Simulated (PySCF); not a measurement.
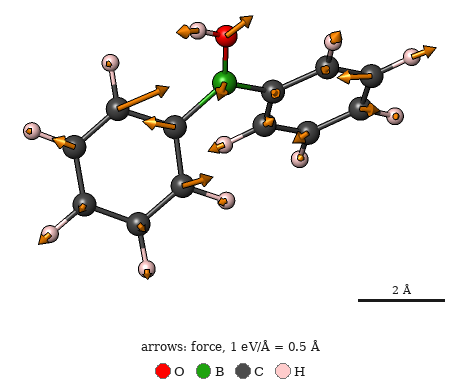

Starting geometry of C$_{12}$H$_{11}$BO with the computed forces as orange arrows. The picture is a ball-and-stick view, seen at a tilt.

The start comes from GFN2-xTB. Its atoms were then displaced at random by about 0.01 Å.

The calculation used PySCF 2.14.0, density-fitted response routines, PBE0-D3(BJ)/def2-SVP geometry optimisation, gas phase. 

**What follows when this structure is relaxed?**

It isn't relaxed: the largest force vector, on a C atom, is 2.75 eV/Å. The final displacements have little in common with the starting forces (cosine between the two patterns 0.15). The energy falls by 24.5 kJ/mol in 7 geometry steps. An H atom moves most after the best rigid fit: 0.21 Å. Largest moves by element: H 0.21 Å, C 0.12 Å, O 0.09 Å, B 0.07 Å. Among the contacts that change: C–C 1.440 → 1.406 Å, C–C 1.359 → 1.393 Å, C–H 1.059 → 1.093 Å, B–O 1.334 → 1.361 Å. Among the angles between lasting bonds that change: B–O–H 118.7° → 112.3°, C–C–H 116.7° → 119.7°, C–C–H 121.7° → 118.8°.
